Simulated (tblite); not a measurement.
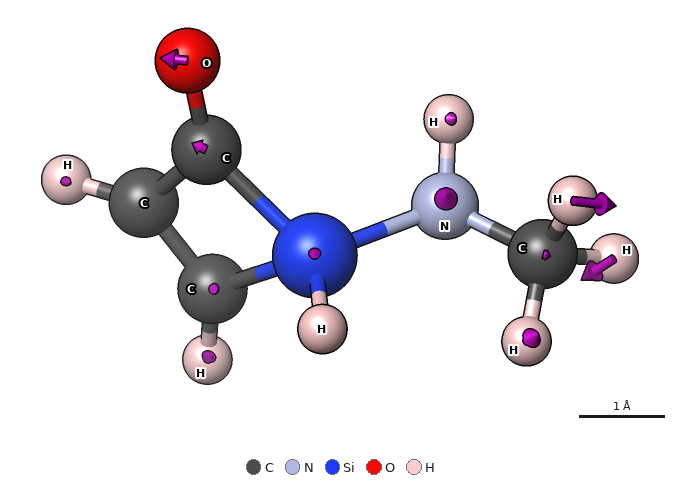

This is a relaxation of C$_{4}$H$_{7}$NOSi. The starting structure is drawn; purple arrows show the displacements, at their true length. The two geometries are superimposed by the best rigid fit.

Style: ball-and-stick. Shown at a tilt.

Method: tblite 0.8.0, GFN2-xTB geometry optimisation, gas phase. 

### What did the optimiser do to the structure, and how much energy did it gain?

An H atom moves most after the best rigid fit: 0.64 Å. Largest moves by element: H 0.64 Å, N 0.59 Å, O 0.35 Å, C 0.20 Å, Si 0.13 Å. Near-neighbour distances that change, for instance: C–Si 1.792 → 1.942 Å, C–Si 1.787 → 1.916 Å, N–Si 1.769 → 1.708 Å, C–O 1.262 → 1.206 Å. Bond angles that change, for instance: C–N–Si 114.5° → 125.8°, N–Si–C 114.3° → 124.7°, N–Si–H 115.6° → 107.5°. After 89 geometry steps the energy has fallen by 20.3 kcal/mol.
